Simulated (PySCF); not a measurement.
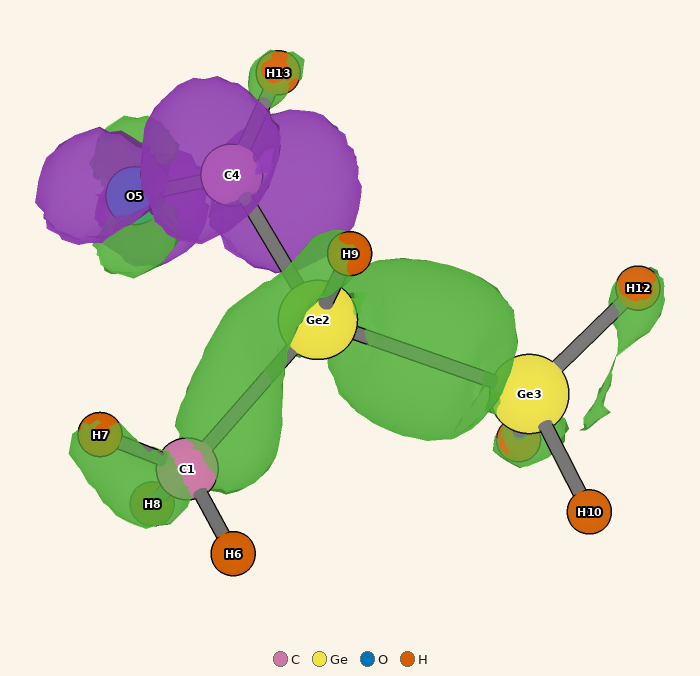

Figure. C2H8Ge2O, SMILES `[CH3][GeH]([GeH3])[CH]=O`. Unrelaxed difference density of S₂ less the ground state (TDA singlet states), ±0.03 e/Å³; purple: gain, green: loss.

Computed with PySCF, PBE0/def2-SVP, geometry: GFN2-xTB. No frequency check shows the geometry to be a minimum. GFN2-xTB bond lengths at metals and heavier atoms can be off by up to 0.1 Å and shapes distorted, which carries into these values. Without diffuse functions Rydberg states are missing, so the states' numbers hold for this basis only.

Input script:

```python
import numpy as np
from pyscf import gto, scf, dft, tdscf
from pyscf.scf import atom_ks, atom_hf
from scipy.linalg import block_diag

def solve(mol, dm0=None, hcore=None):
    mf = (dft.UKS if mol.spin else dft.RKS)(mol, xc='pbe0')
    mf.grids.level = 3
    mf = mf.density_fit(auxbasis='def2-universal-jkfit')
    mf.conv_tol, mf.max_cycle = 1e-8, 80
    if hcore is not None:
        mf.get_hcore = lambda *args: hcore
    mf.kernel(dm0)
    if not mf.converged:
        mf = mf.newton().run(mf.mo_coeff, mf.mo_occ, max_cycle=30)
    assert mf.converged, 'SCF not converged'
    return mf

mol = gto.M(atom='''
C     -1.24165    -1.86193    -0.59843
Ge    -0.53994    -0.32554     0.42640
Ge     1.72807     0.23784    -0.15635
C     -1.77174     1.23624     0.19114
O     -2.55275     1.31097    -0.71682
H     -0.55491    -2.70447    -0.56833
H     -2.20190    -2.18050    -0.20168
H     -1.38411    -1.56797    -1.63587
H     -0.56025    -0.64091     1.91823
H      2.64810    -0.94705    -0.12029
H      1.87499     0.80331    -1.53711
H      2.36155     1.24751     0.75351
H     -1.70139     2.06266     0.92844
''', basis='def2-svp', charge=0, spin=0, verbose=4)
mf = solve(mol)
td = mf.TDA()
td.nstates, td.singlet, td.conv_tol = 4, True, 1e-5
td.kernel()
td.analyze()
x, y = np.array([p[0] for p in td.xy]), np.array([p[1] + 0 * p[0] for p in td.xy])
f, mu = td.oscillator_strength(), td.transition_dipole()
nto = [td.get_nto(state=i + 1, verbose=4) for i in range(len(td.e))]
# spherically averaged free atoms, for the promolecule
atm = atom_ks.get_atm_nrks(mol, xc='pbe0')
pro = block_diag(*[(atm[a[0]][2] * atm[a[0]][3]) @ atm[a[0]][2].T for a in mol._atom])
np.savez('result.npz', e=td.e, f=f, ok=td.converged, w=[n[0] for n in nto], nto=[n[1] for n in nto], x=x, y=y, c=mf.mo_coeff, occ=mf.mo_occ, eps=mf.mo_energy, pro=pro, mu=mu)
```

Command:

```sh
OMP_NUM_THREADS=1 python input.py
```

The run took 10 min on 1 thread of Intel(R) Xeon(R) Processor @ 2.50GHz (Skylake/Cascade Lake), with other jobs on the host, peak memory 0.83 GiB.

Q: How does the charge move on excitation?

A: 0.68 e is displaced in all, of which about 0.5 e passes between atoms: Ge3 (0.16 e) and Ge2 (0.13 e) lose electrons and C4 (0.30 e) and O5 (0.15 e) gain them. The state: 6.02 eV (206 nm), f = 0.034; the leading pair carries 80 %; hole on Ge2 (29 %), Ge3 (26 %) and O5 (10 %), electron on C4 (35 %), O5 (26 %) and Ge2 (15 %) (shares are of the whole state, not of the leading pair alone); their centroids lie 1.4 Å apart.
